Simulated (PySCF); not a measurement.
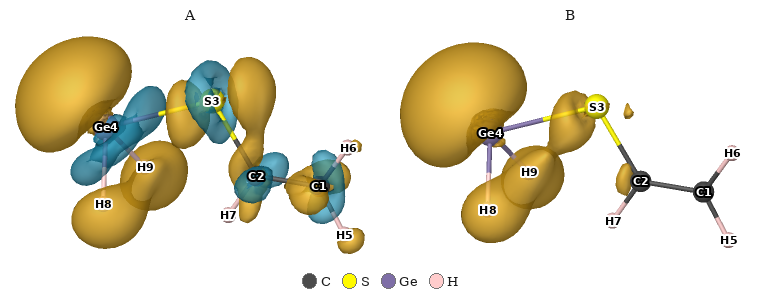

Figure. C₂H₅GeS, charge −1, SMILES `C=C[S][GeH2-]`. The Fukui function f⁻ from two separate SCF calculations and the density of the HOMO, at ±0.02 e/Å³ (yellow positive, teal negative).

Computed with PySCF, PBE0/def2-SVPD, geometry: GFN2-xTB. No frequency check shows the geometry to be a minimum. GFN2-xTB bond lengths at metals and heavier atoms can be off by up to 0.1 Å and shapes distorted, which carries into these values.

Which panel is which, and how good is the frozen-orbital picture?

A is f⁻ (it has negative regions), B the HOMO density. The HOMO lies on Ge4 (70 %), H8 and H9 (9 % each) and S3 (8 %); f⁻ (Hirshfeld-condensed) is largest on Ge4 (0.48); the vertical detachment energy is 3.17 eV (the stability of the neutral species's solution wasn't checked). Relaxation shifts 23 % of the electron between atoms. The orbital energy is −1.30 eV.
